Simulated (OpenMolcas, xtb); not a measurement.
## SiHSBr (SMILES S[Si]Br): the dipole moment, rung by rung

The species is SiHSBr (4 atoms), meant as a singlet with charge 0. SMILES: `S[Si]Br`. Geometry: relaxed at PBE0-D4/def2-TZVP.

```xyz
4

S    -0.1001    0.9589   -0.5847
Si   -0.2988   -0.9089    0.4238
Br    1.8565   -1.1054    1.0673
H    -1.4021    0.9951   -0.9267
```

Quantity: the dipole moment, in D. The values are calculated.

```
                              level             kind     program  value (D)   CPU time
                           GFN2-xTB   semi-empirical         xtb       4.76  under 2 s
                           GFN0-xTB   semi-empirical         xtb       3.50  under 2 s
                           GFN1-xTB   semi-empirical         xtb       3.24  under 2 s
                          HF/STO-3G     Hartree–Fock  OpenMolcas       3.11      2.1 s
                           HF/3-21G     Hartree–Fock  OpenMolcas       2.94      2.4 s
                        HF/def2-SVP     Hartree–Fock  OpenMolcas       2.22      5.1 s
                        PBE0/STO-3G    global hybrid  OpenMolcas       2.71      4.8 s
                      TPSSh/cc-pVDZ  hybrid meta-GGA  OpenMolcas       1.88       19 s
 B3LYP/6-31G* (spherical functions)    global hybrid  OpenMolcas       2.16       16 s
B3LYP/6-31G** (spherical functions)    global hybrid  OpenMolcas       2.15       16 s
```

All-electron rows without a relativistic Hamiltonian named are non-relativistic. The values span 1.88 to 4.76 D. Sets without polarisation functions give poor dipoles. Without the sets that lack polarisation functions the rows with a basis span only 1.88 to 2.22 D. Times are those of the runs behind each value, whatever else they computed, on shared processors of several kinds: orders of magnitude only.

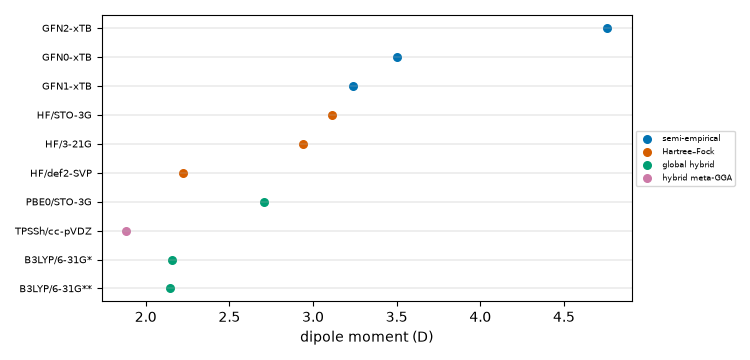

The values of the table, level by level.
